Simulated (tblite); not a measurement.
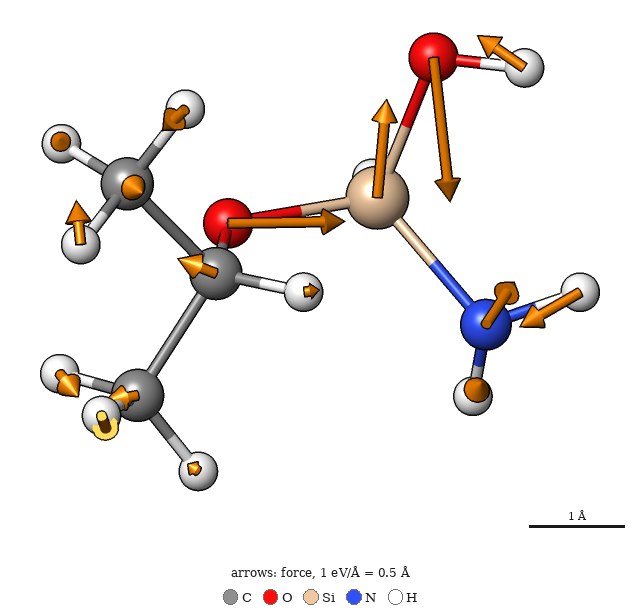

Starting geometry of C₃H₁₁NO₂Si (charge +1, multiplicity 2) with the computed forces as orange arrows. The picture is a ball-and-stick view, seen at a tilt.

All numbers below come from GFN2-xTB geometry optimisation, gas phase (tblite). 

### What follows when this structure is relaxed?

It isn't relaxed: the largest force vector, on an O atom, is 3.13 eV/Å. The final displacements have little in common with the starting forces (cosine between the two patterns 0.20). An H atom moves most after the best rigid fit: 1.86 Å. Largest moves by element: H 1.86 Å, O 1.55 Å, N 0.92 Å, C 0.71 Å, Si 0.40 Å. Some distances before and after: O–Si 1.722 → 1.601 Å, O–Si 1.687 → 1.613 Å, N–Si 1.782 → 1.723 Å, H–N 1.058 → 1.008 Å. Bond angles that change, for instance: C–O–Si 116.8° → 137.6°, Si–O–H 108.6° → 129.2°, O–C–H 116.2° → 103.8°. Groups turn about C–O by about 160°, O–Si by about 100°, C–C by about 20°. The energy falls by 1.410 eV in 238 geometry steps. Cost: 1.9 s on 1 thread of Arm Neoverse V1, with other jobs on the host.
